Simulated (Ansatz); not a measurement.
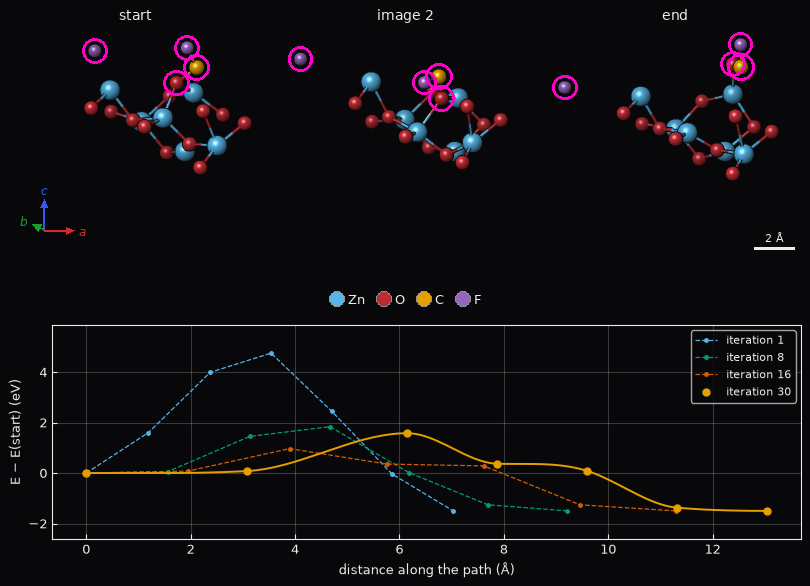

A nudged-elastic-band calculation for CF2 on ZnO(111) (15 atoms in the cell). Images are numbered from 0 (start) to 6 (end). The plot follows the band through its iterations. Style: ball-and-stick. Shown: the simulation cell, with the vacuum cut short (origin moved), slightly off an axis. The atoms that move most are ringed. Bonds to atoms that aren't drawn are left out.

All numbers below come from Ansatz, DFT PBE, scalar-relativistic, plane waves, PAW. Settings: plane-wave cutoff 420 eV; k-point mesh 2 × 2 × 1; Gaussian smearing 0.02 eV; 1 atoms held fixed; 5 movable images; climbing image; force threshold 0.05 eV/Å; iteration limit 78; starting path by image-dependent pair potential.

How did the profile develop, and is the result final?

Answer. The run is converged, with reservations. The band converged in 30 iterations. The climbing image converged on the top of the path. A check of its curvatures didn't confirm a first-order saddle. The first iteration put the highest image at 4.75 eV. The highest point, image 2, lies 1.58 eV above the start and 3.08 eV above the end; the end is at −1.50 eV relative to the start.

Limits of the set-up: the periodic images lie only 5.8 Å apart, so the values are limited by the cell's size.

PAW datasets: the set soft_1.
